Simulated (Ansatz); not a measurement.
# CCSDT/STO-3G run of HNO (nitroxyl)

Aim: the energy change on altering one bond length of HNO (nitroxyl) at CCSDT/STO-3G, from 2 runs. 

The results are computed with Ansatz 0.2.0.

50 further runs of the same task are left out: 1 that didn't finish, 49 set aside as unsound or not needed.

### Step 1. The system as given

The species is HNO (3 atoms), meant as a singlet with charge 0. SMILES: `N=O`. Geometry: relaxed at PBE0-D4/def2-TZVP.

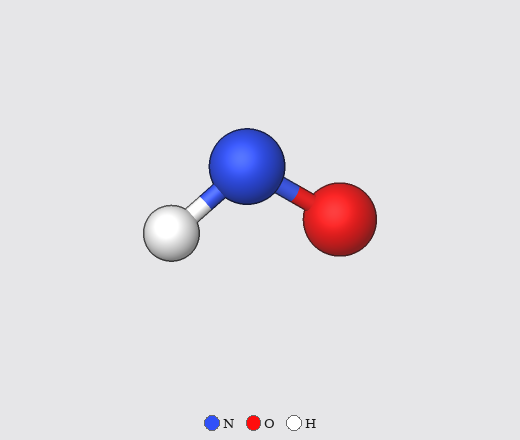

The structure, seen from a chosen angle (nitrogen blue, oxygen red, hydrogen white).

### Step 2. The energy at CCSDT/STO-3G

Contents of input.yaml:

```yaml
crystal:
  periodic: [false, false, false]
  atoms:
    - {symbol: N, position_ang: [-0.283700, 0.312790, -0.117160]}
    - {symbol: O, position_ang: [0.755300, 0.397200, 0.456500]}
    - {symbol: H, position_ang: [-0.471600, -0.709980, -0.339350]}
basis:
  gaussian: {orbitals: STO-3G}
magnetization: {spin_polarized: false, initial_magnetization: 0}
correlation: {method: ccsdt, frozen_orbitals: {H: 0, "N": 1, O: 1}}
accuracy: high
scf: {omitted_lower_state_checks: [cluster_reference, increment]}
```

On the command line:

```
$ ansatz run input.yaml --threads 1 --pin off --max-ram 3480MiB --events-out events.jsonl --progress --plain --runs-dir runs
```

The program printed (excerpt; [...] marks lines left out):

```text
Warning: RAYON_NUM_THREADS=1 ignored (pool sized by the plan → 1); use --threads N
Functional definition: HF
  name "HF"
[...]
168 factors; integrals over basis functions are off by at most 3.7e-8 eV
[...]
mean field -3484.64633024 eV, -128.0583906581 hartree, gradient 9.5e-9 eV, S^2 0.000000; 0 other end points of the search recorded, 0 dependent functions left out; unrestricted orbitals would lower it
2 core orbitals not correlated: weight in the atoms' cores, before any rotation towards them, 1.000 or more for the frozen orbitals, at most 0.000 for the correlated occupied ones
reference -3484.64633024 eV, -128.0583906581 hartree; 6, 6 occupied and 3, 3 virtual orbitals, 168 factors
second order -3.18936449 eV of doubles, -0.00000000 eV of singles
cycle   1  -3.55832001 eV  change   -3.7e-1 eV  update   6.5e-2
[...]
cycle  28  -3.87332226 eV  change   4.4e-10 eV  update  2.0e-10
Total energy: -3488.51965250 eV, -128.2007326258 hartree
Checks for a lower state left out: cluster_reference, increment
```

Run time: 0.24 s. Hardware: 1 thread of AMD EPYC 7R43 (Zen 3), shared host.

### Step 3. The distorted shape

Contents of molecule.yaml:

```yaml
basis:
  gaussian:
    orbitals: STO-3G
crystal:
  periodic: [false, false, false]
  atoms:
    - symbol: "N"
      position_ang: [-0.236725, 0.568483, -0.061612]
    - symbol: O
      position_ang: [0.802275, 0.652893, 0.512048]
    - symbol: H
      position_ang: [-0.471600, -0.709980, -0.339350]
correlation:
  method: ccsdt
  frozen_orbitals: {H: 0, "N": 1, O: 1}
accuracy: high
scf:
  omitted_lower_state_checks: [cluster_reference, increment]
```

On the command line:

```
$ ansatz run molecule.yaml --threads 1 --pin off --max-ram 3480MiB --events-out events.jsonl --progress --plain --runs-dir runs
```

The program printed (excerpt; [...] marks lines left out):

```text
Warning: RAYON_NUM_THREADS=1 ignored (pool sized by the plan → 1); use --threads N
[... 2 set-up lines as earlier in the session ...]
[...]
168 factors; integrals over basis functions are off by at most 3.9e-8 eV
[...]
mean field -3483.81838646 eV, -128.0279642853 hartree, gradient 2.6e-8 eV, S^2 0.000000; 0 other end points of the search recorded, 0 dependent functions left out; unrestricted orbitals would lower it
2 core orbitals not correlated: weight in the atoms' cores, before any rotation towards them, 1.000 or more for the frozen orbitals, at most 0.000 for the correlated occupied ones
reference -3483.81838646 eV, -128.0279642853 hartree; 6, 6 occupied and 3, 3 virtual orbitals, 168 factors
second order -3.68638904 eV of doubles, -0.00000000 eV of singles
cycle   1  -4.06692022 eV  change   -3.8e-1 eV  update   9.4e-2
[...]
cycle  28  -4.58792126 eV  change   -1.4e-9 eV  update  6.5e-10
Total energy: -3488.40630772 eV, -128.1965672818 hartree
Checks for a lower state left out: cluster_reference, increment
```

It took 0.28 s on 1 thread of AMD EPYC 7R43 (Zen 3), shared host.

### Step 4. Results

Level: CCSDT/STO-3G, 2 core orbitals frozen.

| quantity | value |
| --- | --- |
| first shape: total energy | -128.20073 Eh |
| first shape: correlation energy (2 core orbitals frozen) | -142.3 mEh |
| first shape: T1 diagnostic | 0.009 |
| distorted shape: total energy | -128.19657 Eh |
| distorted shape: correlation energy (2 core orbitals frozen) | -168.6 mEh |
| distorted shape: T1 diagnostic | 0.018 |
| energy change with the N1–H3 bond stretched from 1.063 to 1.329 Å | 0.113 eV |

What this shows: With the N1–H3 bond stretched from 1.063 to 1.329 Å the energy rises by 0.11 eV (10.9 kJ/mol). The first shape isn't relaxed at this level, so the change isn't measured from a minimum. The minimal basis adds a large error of its own. The restricted solution (first shape) is unstable to spin breaking: an unrestricted one lies lower. The restricted solution (distorted shape) is unstable to spin breaking: an unrestricted one lies lower.
